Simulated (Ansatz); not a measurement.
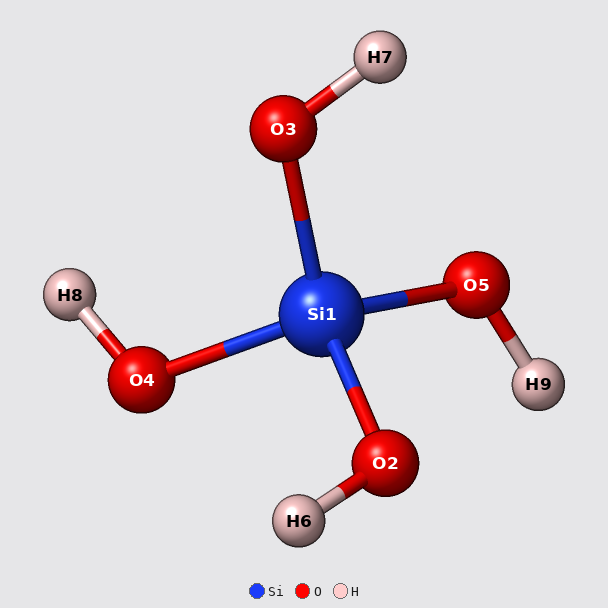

Harmonic vibrations computed with RKS PBE0-D4/def2-TZVP (Ansatz 0.2.0) at a stationary point of the same level.

Q: Is this a minimum or a saddle point?

A: A minimum: no imaginary frequency, and the lowest mode lies at 194 cm⁻¹.

Q: List the wavenumbers.

A: 21 modes: 194, 198, 278, 278, 293, 354, 368, 368, 403, 780, 833, 839, 841, 841, 952, 1012, 1012, 3928, 3928, 3929, 3931 cm⁻¹.
